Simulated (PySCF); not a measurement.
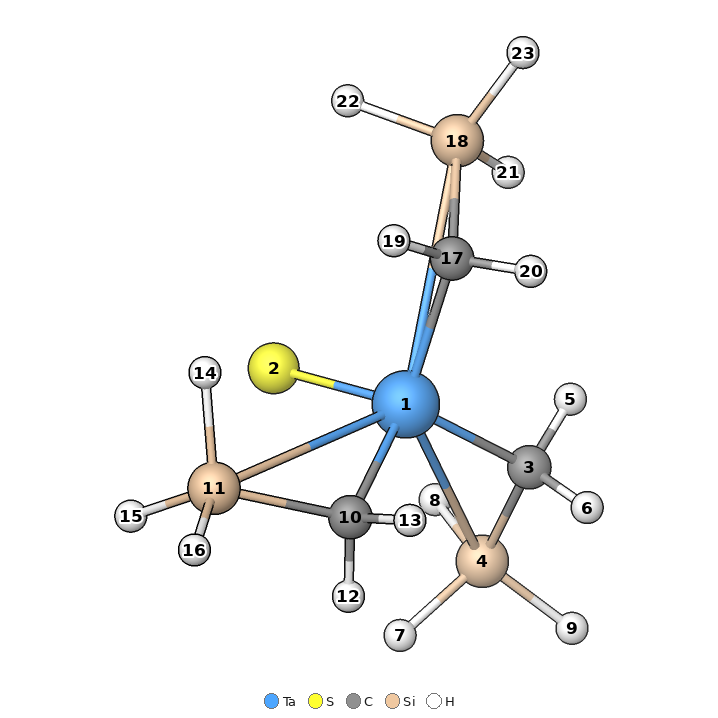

The species is neutral and a spin singlet. The computed structure is the end point of a PBE0-D3(BJ)/def2-SVP optimisation. No frequency run is at hand to confirm it as a minimum.

Which atoms are bonded, and how long are the bonds? Leave out bonds to hydrogen.

```json
{"bond": "Ta1–S2", "length (Å)": "2.161"}
{"bond": "Ta1–C3", "length (Å)": "2.129"}
{"bond": "Ta1–Si4", "length (Å)": "3.379"}
{"bond": "Ta1–C10", "length (Å)": "2.130"}
{"bond": "Ta1–Si11", "length (Å)": "3.384"}
{"bond": "Ta1–C17", "length (Å)": "2.128"}
{"bond": "Ta1–Si18", "length (Å)": "3.384"}
{"bond": "C3–Si4", "length (Å)": "1.885"}
{"bond": "C10–Si11", "length (Å)": "1.885"}
{"bond": "C17–Si18", "length (Å)": "1.886"}
```
